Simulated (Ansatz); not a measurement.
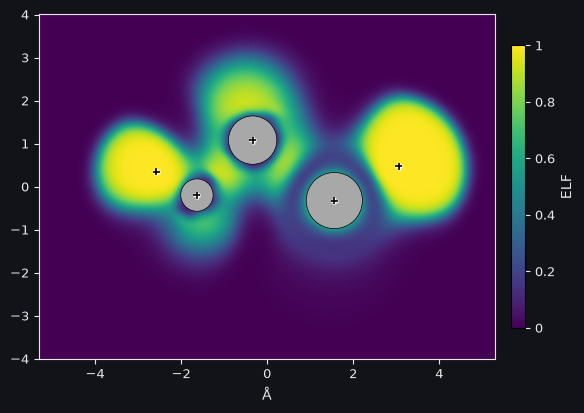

The electron localisation function on a plane through atoms (crosses mark nuclei in the plane; grey discs cover the cores).

Level of theory: Ansatz, RKS PBE0-D4/def2-TZVPP.

Candidates:
A. CH4Cl2SSn (SMILES C[S][SnH]([Cl])[Cl])
B. C2H6OZn (SMILES C[O][Zn][CH3])
C. CH8OSi2 (SMILES C[SiH2]O[SiH3])

> Which candidate gave the map?

Candidate A: CH4Cl2SSn on the plane of atoms S2, C1 and H7, which holds C, S, Sn and H. C–S (1.82 Å): the ELF peaks at about 0.90 between the atoms: a shared electron pair. Sn–S (2.36 Å): the ELF peaks at about 0.85 in the valence shell of S, 0.9 Å from its nucleus, and drops to about 0.20 between the two atoms.
